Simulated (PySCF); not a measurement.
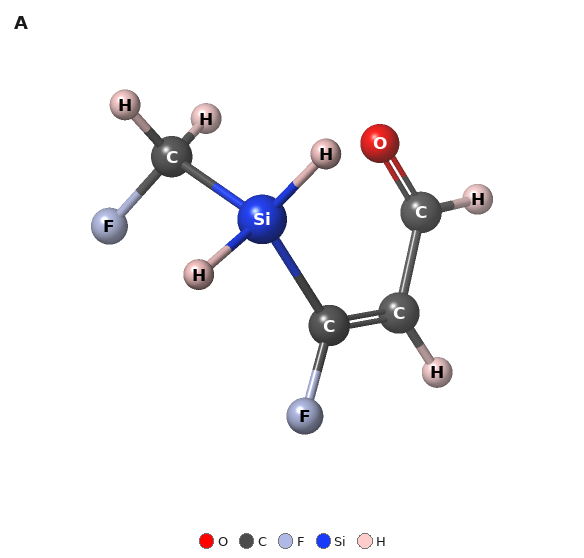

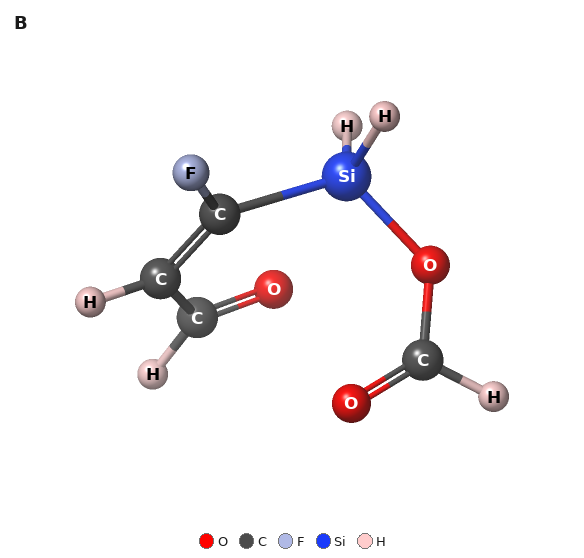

Two related species, optimised with GFN2-xTB; properties computed with PySCF 2.14.0. Both: charge 0, singlet.

What are A and B?

Answer. A is C4H6F2OSi (O=C/C=C(/F)[SiH2]CF), B is C4H5FO3Si (O=C/C=C(/F)[SiH2]OC=O).

Compare them. With ωB97X-D/def2-SVPD: dipole moment (D), HOMO–LUMO gap (eV), HOMO energy (Kohn–Sham orbital) (eV), lowest vertical singlet excitation (eV), mean static polarisability (bohr³). With GFN2-xTB: mean Si–C length (Å), mean Si–H length (Å).

```
                               quantity      A       B
                      dipole moment (D)   2.69    1.34
                     HOMO–LUMO gap (eV)   9.22    9.19
   HOMO energy (Kohn–Sham orbital) (eV)  −9.99  −10.01
lowest vertical singlet excitation (eV)   3.89    3.90
     mean static polarisability (bohr³)   77.8    79.1
                   mean Si–C length (Å)  1.917   1.916
                   mean Si–H length (Å)  1.466   1.458
```

Each is one conformer, and no frequency run is at hand to confirm it as a minimum.

The geometry is semi-empirical. Around Si such bond lengths and angles can be off by a tenth of an ångström or more and by several degrees, and values that hang on the shape move with them.
